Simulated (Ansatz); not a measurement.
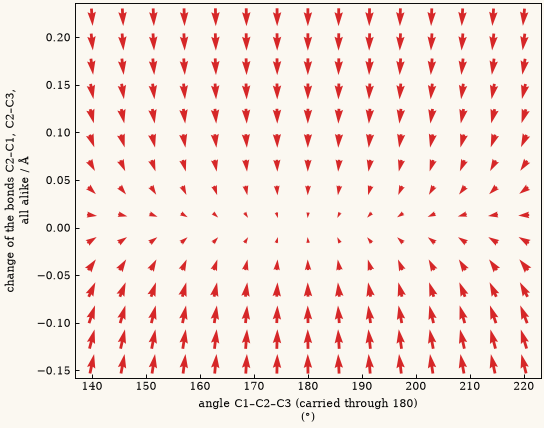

C3H2Cl, SMILES [CH+]=C=CCl, charge +1. Coordinates scanned: (1) angle C1–C2–C3 (carried through 180); (2) change of the bonds C2–C1, C2–C3, all alike. Nothing is relaxed (all other coordinates rigid). Grid: 15 × 15 points. Points are written as (first, second). Computed with RKS wB97M-V/def2-SVP (Ansatz 0.2.0).

In the figure: arrows along the force (downhill), their lengths compressed.

**The arrows alone are given. Where is the energy lowest?**

The arrows converge at about (178°, 0.000 Å) (read from the interpolated surface).

The energy map of the same scan:

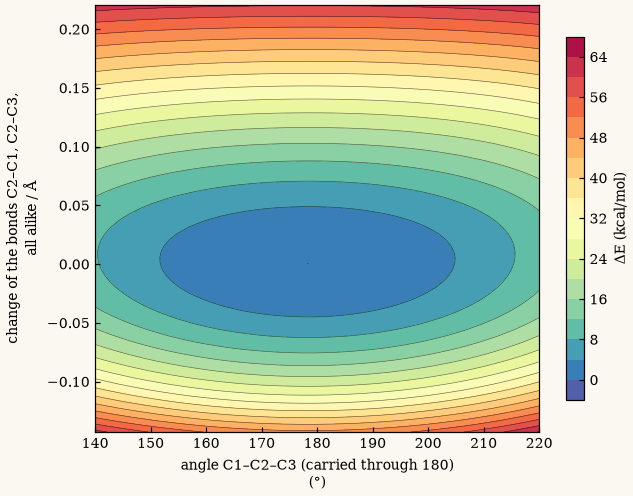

Energies are in kcal/mol, from the relaxed molecule at the same level; between grid points the surface is interpolated.
